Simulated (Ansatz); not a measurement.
# BeS: pressure series

Base system: BeS in the zinc blende structure (space group F-43m, No. 216; a = 4.876 Å).

Cell and atoms are relaxed at each pressure.

Level of theory: PBE/PAW in Ansatz (a quantum-chemistry and plane-wave program), no spin-orbit coupling.

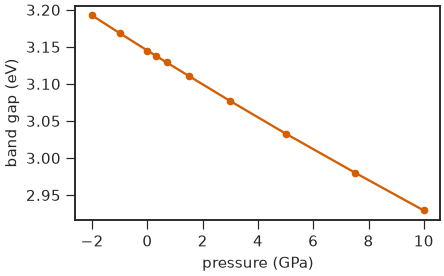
Band gap against pressure

Question: From the plot, what is the band gap for pressure −1 GPa?

Answer: About 3.17 eV.

Question: Is the trend monotonic over the range shown?

Answer: Yes, it falls throughout, spanning 2.93 eV to 3.19 eV.

Load acts through the strain it causes; cell and atoms are relaxed under it. Whether these cells are dynamically stable was not tested. Competing high-pressure phases were not computed.
